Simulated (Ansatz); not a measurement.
# Geometry relaxation of CH₆BClN₂Si (part 2 of 2)

Continued. System: CH₆BClN₂Si. Method: RKS PBE0/def2-SVP (Ansatz 0.2.0). It belongs to a series of runs on one base structure; here: end point B relaxed.

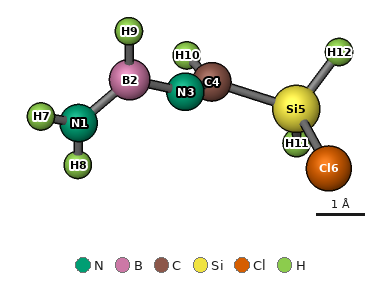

The geometry at step 15 of the log (ball-and-stick view, seen at a tilt; atoms are numbered from 1 in the order of the input).

**Trajectory as extended XYZ, continued**
```
12
Properties=species:S:1:pos:R:3:forces:R:3 step=8 energy=-25170.36070
N    -2.1475   -0.3941    0.9897   -0.6501  -0.5689   0.6972
B    -1.6534    0.5930    0.1538    0.0588   0.6205  -0.2459
N    -0.2251    0.7858   -0.0497   -0.0008  -0.4946  -0.0123
C     0.5238   -0.1828   -0.4015   -0.3275  -0.1176  -0.0697
Si    2.3572    0.1422   -0.7674   -0.0466  -0.0584  -0.0384
Cl    3.1776    1.4191    0.6321   -0.0229  -0.0101   0.0165
H    -3.1488   -0.4661    1.2025    0.6499  -0.0124  -0.1513
H    -1.5691   -1.0474    1.5226   -0.2000   0.3459  -0.2101
H    -2.4277    1.3452   -0.4108    0.1086  -0.1535   0.0332
H     0.0823   -1.2168   -0.5724    0.3720   0.4607  -0.0392
H     3.1335   -1.1307   -0.7755    0.0054  -0.0112   0.0189
H     2.4394    0.7918   -2.1062    0.0532  -0.0003   0.0012
12
Properties=species:S:1:pos:R:3:forces:R:3 step=9 energy=-25170.43142
N    -2.1652   -0.3519    1.0741   -0.1752  -0.2242   0.3253
B    -1.6947    0.5884    0.1610    0.1600  -0.0880  -0.1434
N    -0.2725    0.7236   -0.0770   -0.1073   0.0825  -0.0910
C     0.5108   -0.1640   -0.5256   -0.0215  -0.2801   0.2687
Si    2.3676    0.1396   -0.7748    0.0597   0.1844  -0.1084
Cl    3.1256    1.3679    0.7034   -0.0343   0.0075   0.0162
H    -3.1499   -0.4746    1.2921    0.2504   0.0859  -0.0048
H    -1.5411   -0.9487    1.6103   -0.1520   0.0970  -0.0676
H    -2.4828    1.2853   -0.4372    0.0864   0.0263  -0.0479
H     0.1413   -1.1978   -0.7623    0.0023   0.1706  -0.2017
H     3.1320   -1.1420   -0.7538   -0.0876  -0.0285   0.0119
H     2.5711    0.8133   -2.0930    0.0192  -0.0335   0.0428
12
Properties=species:S:1:pos:R:3:forces:R:3 step=10 energy=-25170.45405
N    -2.1790   -0.3337    1.1301    0.2058   0.1555  -0.2674
B    -1.6997    0.5405    0.1390   -0.1258  -0.1223   0.4040
N    -0.2854    0.6687   -0.0768    0.0676  -0.1933   0.1559
C     0.5287   -0.1879   -0.5279   -0.1747  -0.1248  -0.7626
Si    2.3798    0.1651   -0.7782   -0.0283  -0.1153   0.2144
Cl    3.0870    1.3651    0.7517   -0.0060  -0.0128  -0.0995
H    -3.1532   -0.4274    1.3724   -0.0798   0.0560   0.0341
H    -1.5522   -0.9060    1.6818   -0.0526  -0.0025   0.0388
H    -2.4655    1.2403   -0.4802   -0.0124  -0.0321  -0.0953
H     0.1613   -1.1737   -0.9548    0.2059   0.3497   0.2833
H     3.0941   -1.1466   -0.7465    0.0545   0.0607  -0.0176
H     2.6263    0.8350   -2.0935   -0.0543  -0.0188   0.1119
12
Properties=species:S:1:pos:R:3:forces:R:3 step=11 energy=-25170.48920
N    -2.1927   -0.3047    1.1994    0.4452   0.2580  -0.4917
B    -1.7182    0.5024    0.1416   -0.1285  -0.2069   0.4640
N    -0.3081    0.6018   -0.0998    0.3612  -0.6185  -0.3283
C     0.5165   -0.1859   -0.6623   -0.2748   0.0985   0.1616
Si    2.3919    0.1557   -0.7577   -0.1229   0.1935  -0.1840
Cl    3.0459    1.3561    0.7995   -0.0973  -0.1427  -0.0883
H    -3.1562   -0.3640    1.4828   -0.1594   0.0492   0.0224
H    -1.5516   -0.8557    1.7565   -0.0920   0.0006   0.0698
H    -2.4789    1.1732   -0.5180   -0.0135  -0.0201  -0.0123
H     0.1831   -1.1548   -1.1480    0.0956   0.4485   0.1817
H     3.1071   -1.1560   -0.7352    0.0094   0.0592   0.0532
H     2.7034    0.8711   -2.0416   -0.0231  -0.1192   0.1517
12
Properties=species:S:1:pos:R:3:forces:R:3 step=12 energy=-25170.52287
N    -2.2415   -0.3171    1.2296   -0.0047  -0.0911   0.1740
B    -1.6942    0.4393    0.1951    0.6869  -0.0233  -0.0194
N    -0.2743    0.4841   -0.0439   -0.2555  -0.1870  -0.1004
C     0.5492   -0.2005   -0.7154    0.0436   0.3024   0.2366
Si    2.4213    0.1723   -0.7894   -0.2073   0.0113   0.0167
Cl    3.0237    1.3947    0.7647   -0.0761  -0.0451  -0.0553
H    -3.2216   -0.2491    1.4487   -0.1547  -0.0366   0.1043
H    -1.7039   -0.8682    1.8856    0.0152  -0.0117  -0.0464
H    -2.4276    1.1271   -0.4582   -0.0814   0.1918  -0.2393
H     0.2182   -1.0741   -1.3208   -0.0129  -0.0924  -0.0865
H     3.1555   -1.1250   -0.6974    0.0226   0.0431  -0.0364
H     2.7374    0.8557   -2.0813    0.0243  -0.0615   0.0521
12
Properties=species:S:1:pos:R:3:forces:R:3 step=13 energy=-25170.53947
N    -2.2451   -0.3015    1.2532    0.0040  -0.0262   0.0379
B    -1.6858    0.4305    0.2016    0.3109  -0.0200   0.0020
N    -0.2776    0.4438   -0.0499   -0.1149  -0.1242  -0.0661
C     0.5539   -0.2099   -0.7375   -0.0328   0.1490   0.1322
Si    2.4161    0.1718   -0.7890   -0.0783   0.0547   0.0364
Cl    2.9784    1.4012    0.7732   -0.0579  -0.0360  -0.0425
H    -3.2213   -0.2157    1.4877   -0.0910  -0.0251   0.0514
H    -1.7137   -0.8818    1.8872    0.0327  -0.0090   0.0097
H    -2.4069    1.1271   -0.4684   -0.0089   0.1200  -0.1056
H     0.2308   -1.0649   -1.3763   -0.0032  -0.0623  -0.0471
H     3.1654   -1.1148   -0.6894    0.0182   0.0145  -0.0223
H     2.7481    0.8536   -2.0752    0.0211  -0.0355   0.0141
12
Properties=species:S:1:pos:R:3:forces:R:3 step=14 energy=-25170.54781
N    -2.2528   -0.2957    1.2607   -0.0306  -0.0304   0.0697
B    -1.6814    0.4347    0.2124    0.2160  -0.0598  -0.0071
N    -0.2826    0.4004   -0.0569   -0.1261  -0.0056  -0.0451
C     0.5535   -0.2314   -0.7536    0.0789   0.0547   0.0808
Si    2.4110    0.1748   -0.7884   -0.0565  -0.0261  -0.0338
Cl    2.9333    1.4185    0.7700   -0.0330   0.0128   0.0165
H    -3.2280   -0.2076    1.5053   -0.0021   0.0176   0.0228
H    -1.7205   -0.8897    1.8822   -0.0031  -0.0187  -0.0125
H    -2.3749    1.1716   -0.4468   -0.0188   0.0670  -0.0691
H     0.2471   -1.0823   -1.4084   -0.0371  -0.0100  -0.0338
H     3.1821   -1.0980   -0.6823    0.0131  -0.0023   0.0078
H     2.7553    0.8438   -2.0770   -0.0007   0.0008   0.0038
12
Properties=species:S:1:pos:R:3:forces:R:3 step=15 energy=-25170.55355
N    -2.2600   -0.2818    1.2875   -0.0513  -0.0569   0.0700
B    -1.6627    0.4178    0.2273   -0.0143   0.0558   0.0143
N    -0.2812    0.3181   -0.0709    0.0062  -0.0480  -0.1109
C     0.5640   -0.2653   -0.7962   -0.0806  -0.1079  -0.0353
Si    2.4114    0.1691   -0.7916   -0.0549   0.0508   0.0459
Cl    2.8143    1.4524    0.7726    0.0231  -0.0364  -0.0186
H    -3.2246   -0.1369    1.5606    0.1765  -0.0066  -0.0531
H    -1.7489   -0.9222    1.8841   -0.0781   0.0610  -0.0561
H    -2.3177    1.2098   -0.4212    0.0349  -0.0501   0.0415
H     0.2662   -1.0812   -1.5077    0.0004   0.1112   0.0993
H     3.2152   -1.0812   -0.6530    0.0111   0.0293   0.0215
H     2.7661    0.8406   -2.0745    0.0270  -0.0022  -0.0184
12
Properties=species:S:1:pos:R:3:forces:R:3 step=16 energy=-25170.55422
N    -2.2595   -0.2804    1.2910   -0.0251  -0.0406   0.0489
B    -1.6623    0.4188    0.2295   -0.0814   0.0379  -0.0024
N    -0.2884    0.3014   -0.0843   -0.0163  -0.0056  -0.0663
C     0.5565   -0.2783   -0.8108   -0.0463  -0.0515  -0.0167
Si    2.3986    0.1759   -0.7934    0.1369  -0.0421   0.0586
Cl    2.8191    1.4477    0.7756   -0.0583   0.0165  -0.0251
H    -3.2162   -0.1188    1.5799    0.1464  -0.0104  -0.0552
H    -1.7532   -0.9379    1.8726   -0.0725   0.0717  -0.0439
H    -2.3117    1.2196   -0.4164    0.0462  -0.0593   0.0801
H     0.2565   -1.0908   -1.5225    0.0343   0.0776   0.0655
H     3.2286   -1.0546   -0.6277   -0.0454  -0.0130  -0.0299
H     2.7744    0.8367   -2.0762   -0.0186   0.0188  -0.0135
12
Properties=species:S:1:pos:R:3:forces:R:3 step=17 energy=-25170.55680
N    -2.2559   -0.2833    1.2864   -0.0364  -0.0457   0.0672
B    -1.6593    0.4208    0.2298   -0.0177   0.0322  -0.0166
N    -0.2854    0.3039   -0.0849   -0.0848   0.0415  -0.0156
C     0.5588   -0.2783   -0.8081    0.0480  -0.0483  -0.0288
Si    2.4022    0.1735   -0.7908    0.0423  -0.0293   0.0071
Cl    2.7991    1.4573    0.7729   -0.0123  -0.0022  -0.0090
H    -3.2106   -0.1178    1.5749    0.0833  -0.0049  -0.0305
H    -1.7530   -0.9404    1.8698   -0.0417   0.0440  -0.0316
H    -2.3095    1.2244   -0.4080    0.0281  -0.0311   0.0446
H     0.2601   -1.0913   -1.5154    0.0048   0.0200   0.0101
H     3.2221   -1.0646   -0.6342   -0.0109   0.0119   0.0076
H     2.7734    0.8350   -2.0752   -0.0026   0.0118  -0.0044
12
Properties=species:S:1:pos:R:3:forces:R:3 step=18 energy=-25170.55849
N    -2.2528   -0.2834    1.2939    0.0101  -0.0378   0.0378
B    -1.6620    0.4228    0.2352    0.0559   0.0243  -0.0799
N    -0.3077    0.2726   -0.1302    0.0064  -0.0095   0.0334
C     0.5618   -0.2925   -0.8361   -0.0678   0.0488   0.0334
Si    2.4013    0.1706   -0.7882    0.0541   0.0462   0.0275
Cl    2.7551    1.4795    0.7653   -0.0087  -0.0036  -0.0010
H    -3.1925   -0.0873    1.6043    0.0001   0.0031   0.0147
H    -1.7614   -0.9649    1.8558   -0.0069  -0.0052   0.0027
H    -2.3091    1.2570   -0.3596    0.0129   0.0096  -0.0158
H     0.2880   -1.1004   -1.5541   -0.0319  -0.0670  -0.0531
H     3.2285   -1.0571   -0.5970   -0.0173  -0.0004   0.0007
H     2.7929    0.8224   -2.0722   -0.0070  -0.0083  -0.0004
12
Properties=species:S:1:pos:R:3:forces:R:3 step=19 energy=-25170.55945
N    -2.2470   -0.2835    1.2955   -0.0029   0.0010  -0.0077
B    -1.6577    0.4218    0.2326    0.0025   0.0169   0.0050
N    -0.3090    0.2609   -0.1397    0.0173  -0.0181  -0.0026
C     0.5602   -0.3002   -0.8485   -0.0405   0.0279   0.0436
Si    2.3979    0.1726   -0.7837    0.0156   0.0104  -0.0128
Cl    2.7304    1.4869    0.7701   -0.0098  -0.0173  -0.0144
H    -3.1802   -0.0747    1.6182    0.0123  -0.0041   0.0063
H    -1.7585   -0.9727    1.8507   -0.0045   0.0044  -0.0052
H    -2.2965    1.2684   -0.3549    0.0019  -0.0116  -0.0033
H     0.2869   -1.1076   -1.5697   -0.0054  -0.0193  -0.0253
H     3.2243   -1.0543   -0.5851    0.0016   0.0103   0.0081
H     2.7913    0.8216   -2.0685    0.0118  -0.0006   0.0083
12
Properties=species:S:1:pos:R:3:forces:R:3 step=20 energy=-25170.55977
N    -2.2443   -0.2826    1.2977   -0.0182   0.0166   0.0000
B    -1.6540    0.4236    0.2354   -0.0236  -0.0146  -0.0003
N    -0.3101    0.2506   -0.1443    0.0225  -0.0122  -0.0056
C     0.5588   -0.3066   -0.8553   -0.0232   0.0141  -0.0181
Si    2.3960    0.1719   -0.7846    0.0016  -0.0029   0.0062
Cl    2.7055    1.4901    0.7699    0.0010  -0.0071  -0.0083
H    -3.1720   -0.0639    1.6305    0.0246  -0.0112  -0.0046
H    -1.7589   -0.9795    1.8463   -0.0042   0.0140  -0.0062
H    -2.2892    1.2736   -0.3517    0.0085  -0.0066   0.0168
H     0.2856   -1.1080   -1.5853    0.0025   0.0035   0.0117
H     3.2265   -1.0502   -0.5744    0.0033   0.0085   0.0031
H     2.7984    0.8201   -2.0670    0.0052  -0.0021   0.0053
12
Properties=species:S:1:pos:R:3:forces:R:3 step=21 energy=-25170.55977
N    -2.2401   -0.2798    1.3056    0.0388  -0.0186  -0.0070
B    -1.6556    0.4182    0.2357    0.0116   0.0076  -0.0214
N    -0.3149    0.2393   -0.1525   -0.0199   0.0144   0.0142
C     0.5549   -0.3016   -0.8740    0.0033  -0.0189  -0.0002
Si    2.3939    0.1688   -0.7817   -0.0023   0.0162  -0.0128
Cl    2.6864    1.4929    0.7704    0.0015  -0.0005   0.0025
H    -3.1664   -0.0658    1.6420   -0.0187   0.0097   0.0073
H    -1.7455   -0.9688    1.8551   -0.0130  -0.0105   0.0099
H    -2.2901    1.2682   -0.3500   -0.0069   0.0112   0.0030
H     0.2832   -1.0893   -1.6186    0.0031  -0.0080   0.0012
H     3.2204   -1.0526   -0.5539   -0.0051  -0.0010   0.0027
H     2.8158    0.8097   -2.0611    0.0077  -0.0015   0.0007
12
Properties=species:S:1:pos:R:3:forces:R:3 step=22 energy=-25170.56008
N    -2.2393   -0.2815    1.3036   -0.0022   0.0015  -0.0013
B    -1.6540    0.4207    0.2360    0.0051  -0.0016   0.0047
N    -0.3174    0.2345   -0.1596   -0.0070   0.0111  -0.0065
C     0.5551   -0.3080   -0.8763    0.0015  -0.0161  -0.0021
Si    2.3923    0.1712   -0.7832    0.0010   0.0024   0.0011
Cl    2.6756    1.4978    0.7689    0.0004  -0.0012  -0.0047
H    -3.1604   -0.0554    1.6483    0.0070  -0.0032  -0.0001
H    -1.7521   -0.9817    1.8458   -0.0060   0.0006   0.0010
H    -2.2851    1.2815   -0.3385    0.0008  -0.0028   0.0007
H     0.2875   -1.1031   -1.6152    0.0028   0.0099   0.0027
H     3.2216   -1.0474   -0.5503   -0.0022  -0.0002   0.0014
H     2.8182    0.8107   -2.0621   -0.0013  -0.0004   0.0032
```

This output came from the following input.

**The input**
```yaml
crystal:
  periodic: [false, false, false]
  atoms:
    - { symbol: "N", position_ang: [-2.1895, -0.8702, 0.7092] }
    - { symbol: B, position_ang: [-1.7288, 0.542, 0.2686] }
    - { symbol: "N", position_ang: [-0.3273, 0.7408, -0.2028] }
    - { symbol: C, position_ang: [0.6364, -0.2063, -0.2587] }
    - { symbol: Si, position_ang: [2.279, 0.1301, -0.8433] }
    - { symbol: Cl, position_ang: [3.1705, 1.5375, 0.4649] }
    - { symbol: H, position_ang: [-2.75413, -0.01772, 0.33429] }
    - { symbol: H, position_ang: [-1.698, -1.0603, 1.5719] }
    - { symbol: H, position_ang: [-2.4559, 1.4878, 0.3099] }
    - { symbol: H, position_ang: [0.3063, -1.2362, 0.0383] }
    - { symbol: H, position_ang: [3.0491, -1.1075, -0.8049] }
    - { symbol: H, position_ang: [2.2545, 0.6992, -2.1702] }
basis:
  gaussian: { orbitals: def2-SVP }
hamiltonian:
  xc: pbe0
relax:
  f_tol: 0.02
  max_steps: 50
```

Command:
```bash
ansatz run input.yaml --threads 2 --pin off --max-ram 3072MiB --backend cpu --events-out ev --progress --plain --runs-dir out
```

**Key numbers**

| quantity | value |
| --- | --- |
| outcome | converged |
| total energy | −25170.5601 eV |
| mean-field energy | −25170.5601 eV |
| largest force (length of the vector) at the end | 0.016 eV/Å |
| hardware | 2 threads of Intel Xeon (Sapphire Rapids), 16 GiB of memory available, shared host |
| wall time | 75 s (CPU time 2.4 min) |
| peak memory | 0.31 GiB |
